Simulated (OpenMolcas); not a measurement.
# Cu⁴⁺ among point charges: CASSCF and CASPT2 levels and susceptibility

Aim: the splitting of the states of Cu⁴⁺ in the field of 6 point charges, its lowest levels with spin-orbit coupling and its magnetic susceptibility.

Program: OpenMolcas 26.06. Level of theory: state-averaged CASSCF and CASPT2, spin-orbit coupling by RASSI with atomic mean-field integrals. These are calculated values, not measurements, unless marked.

**1. The atom as given**

| Property | Result |
| --- | --- |
| Species | Cu⁴⁺ (copper, Z = 29, 25 electrons) |
| Basis | ANO-RCC-VDZP [5s4p2d1f], 34 functions |
| Scalar Hamiltonian | DKH2, point nucleus |
| Inactive shells | 1s 2s 2p 3s 3p |
| Active space | 7 electrons in 5 orbitals (3d) |
| Some configurations of this space | 3d7 |
| Orbitals | optimised for each spin and parity, averaged over all roots |

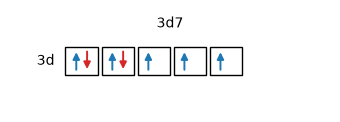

The shells outside the core, filled by Hund's rule for the drawing.

The ion sits among 6 point charges of -1.3 e arranged as an octahedron (Oh), 1.65 Å from the ion.

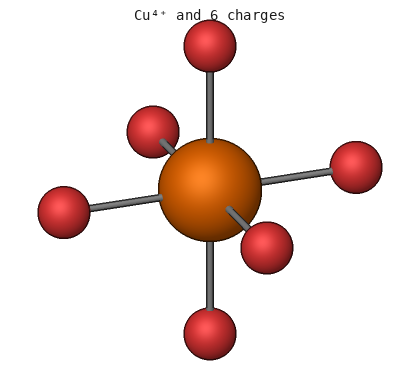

The ion and the point charges (red).

The work runs as a chain of OpenMolcas steps in one folder; each step below is one input file. Labels, J, g values, rates, χT and fits are worked out afterwards by a script from the matrices that RASSI stores. The input lists half of the charges; inversion (Group=XYZ) makes the rest.

**2. Basis and integrals**

Contents of a.inp:

```
&GATEWAY
Coord
1

Cu 0.0 0.0 0.0
Basis=ANO-RCC-VDZP
Group=XYZ
NoMove
AngMom=0.0 0.0 0.0
AMFI
XField
3 Angstrom 0
1.650000 0.000000 0.000000 -1.300000
0.000000 1.650000 0.000000 -1.300000
0.000000 0.000000 1.650000 -1.300000
&SEWARD
```

Command:

```
OMP_NUM_THREADS=1 MOLCAS_MEM=1689 MOLCAS_PROJECT=a pymolcas a.inp > a.log
```

**3. CASSCF: quartets of even parity, 10 roots**

Contents of a.inp:

```
&RASSCF
FileOrb=start.orb
Symmetry=1
Spin=4
nActEl=7 0 0
Inactive=3 6
Ras2=5 0
CIRoot=10 10 1
SDav=10
CIMx=300
Iter=120 100
PrWF=0.3
OrbListing=Nothing
MaxOrb=0
>>> COPY $Project.JobIph JOB001
```

start.orb holds the contracted functions of the basis, ordered by shell, or the orbitals of the step before.

**4. Reference wave functions, doublets of even parity, 40 roots**

Contents of a.inp:

```
&RASSCF
FileOrb=start.orb
Symmetry=1
Spin=2
nActEl=7 0 0
Inactive=3 6
Ras2=5 0
CIRoot=40 40 1
SDav=40
CIMx=300
Iter=120 100
PrWF=0.3
OrbListing=Nothing
MaxOrb=0
>>> COPY $Project.JobIph JOB002
```

**5. RASSI: spin-orbit coupling between the states**

Contents of a.inp:

```
&RASSI
NrOfJobIphs=2 10 40
1 2 3 4 5 6 7 8 9 10
1 2 3 4 5 6 7 8 9 10 11 12 13 14 15 16 17 18 19 20 21 22 23 24 25 26 27
28 29 30 31 32 33 34 35 36 37 38 39 40
IphNames
JOB001
JOB002
EJob
SpinOrbit
DIPRint=1.0
SOCoupling=1000.0
Subsets=2
Property=9
'ANGMOM' 1 'ANGMOM' 2 'ANGMOM' 3 'MLTPL  1' 1 'MLTPL  1' 2 'MLTPL  1' 3
'AMFI' 1 'AMFI' 2 'AMFI' 3
SOProperty=3
'ANGMOM' 1 'ANGMOM' 2 'ANGMOM' 3
```

**6. CASPT2: IPEA 0.25, imaginary shift 0.1 (closed shells correlated: 3s 3p)**

Contents of a.inp:

```
>>> COPY JOB001 $Project.JobIph
&CASPT2
Multistate=10 1 2 3 4 5 6 7 8 9 10
NoMult
Frozen=2 3
IPEA=0.25
Imaginary=0.1
MaxIter=60
WThr=0.0 0.3 0.05
PrWF=0.5
NoMix
>>> COPY JOB002 $Project.JobIph
&CASPT2
Multistate=40 1 2 3 4 5 6 7 8 9 10 11 12 13 14 15 16 17 18 19 20 21 22
23 24 25 26 27 28 29 30 31 32 33 34 35 36 37 38 39 40
NoMult
Frozen=2 3
IPEA=0.25
Imaginary=0.1
MaxIter=60
WThr=0.0 0.3 0.05
PrWF=0.5
NoMix
```

(Steps that only read results are left out.)

Q: Predict the outcome of this session. Wanted: spin-free ground state; first state of the same spin within the active space; lowest level; next level.

**Answer**, as computed:

| quantity | value |
| --- | --- |
| method | SS-CASPT2, IPEA 0.25, imaginary shift 0.1 (closed shells correlated: 3s 3p) |
| spin-free ground state | 4T1, 3-fold in its orbital part |
| first state of the same spin within the active space | 4T2 at 2420 cm⁻¹ |
| lowest level | 2-fold Γ6, g = 4.88, 4.88, 4.88 |
| next level | 492.4 cm⁻¹ |
| χT at 300 K | 4.21 cm³ K/mol |
| effective moment at 300 K | 5.80 μB |

Cost by method:

```csv
method,time of its own steps,time with the reference
A. CASSCF,11 s,11 s
"B. SS-CASPT2, IPEA 0.25, imaginary shift 0.1, +3s 3p",3.2 s,14 s
```

Times are of one thread on a shared host.

**Reading.** The spin-free ground state (4T1) comes to 100 % from free-ion F terms and keeps the highest spin of the shell. χT at 300 K is 4.21, against 1.88 cm³ K/mol for the spin alone, so orbital moment adds to it. An active space of the d shell alone favours high spin; real ions in strong fields can be low spin. A ligand-field fit to the states below 45000 cm-1 gives 10Dq = 3182 cm-1, B = 1396 cm-1 and C = 5549 cm-1 (C/B = 3.98), with a deviation of 780 cm-1. CASPT2 does not keep the components of a term degenerate, and the means are used. The field of point charges can differ much from that of real complexes. With metal d orbitals alone active, the gaps between spin states are rough; where two lie within a few thousand cm-1, their order is open. Point charges carry no covalency, so the field is a model and not that of real ligands.
